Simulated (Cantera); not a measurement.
Feed: 1 mol Si2Cl6, 28 mol H2, equilibrated at 100 Torr.

These are equilibrium values from Cantera (NASA tables, ideal gas, pure condensed phases), not measurements of a reactor. Candidate condensed phases: Si; 19 gas species. The feed counts by its element totals alone. The tables' values for SiCl3 are old estimates; treat these amounts as uncertain. Equilibrium is a limit: real reactors are often held back by kinetics, nucleation or transport.

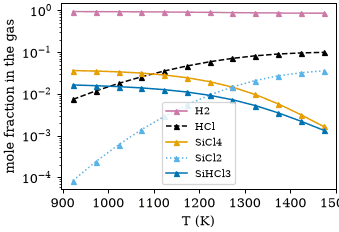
Equilibrium gas composition (values under 1e-9 drawn at 1e-9)

Problem. Read off the mole fractions at 1273 K.

Solution. H2 about 0.89, HCl about 0.071, SiCl2 about 0.015, SiCl4 about 0.015, SiHCl3 about 0.0072.
